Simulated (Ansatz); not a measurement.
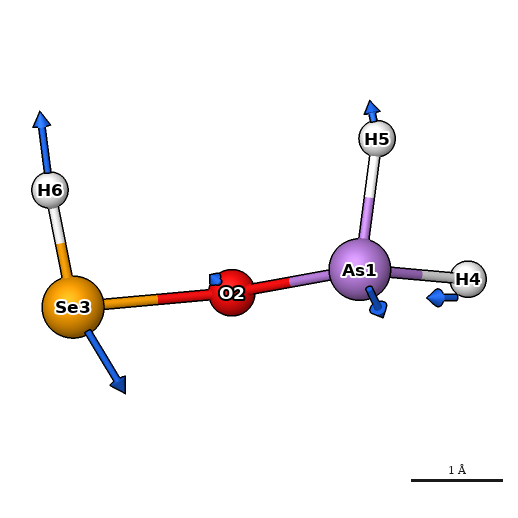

Arrows show the forces on the atoms, 0.2 Å of arrow for 1 eV/Å; forces under a tenth of the largest aren't drawn. Level of theory: RHF-CCSD(T) (frozen core)/def2-TZVPP (Ansatz 0.2.0).

**On which atom is the force largest, and how large is it?**

On Se3: 4.21 eV/Å.

**Along which bond is the force strongest?**

Se3–H6, now 1.347 Å: the forces push its atoms apart, so a first step downhill lengthens it.

List the force components in the frame of the picture (x right, y up, z towards the viewer), in eV/Å.

```csv
atom,Fx,Fy,Fz
As1,0.81,−1.68,−1.71
O2,−0.58,0.47,0.66
Se3,2.13,−3.53,−0.87
H4,−1.66,−0.03,1.53
H5,−0.25,1.26,−0.16
H6,−0.45,3.52,0.54
```
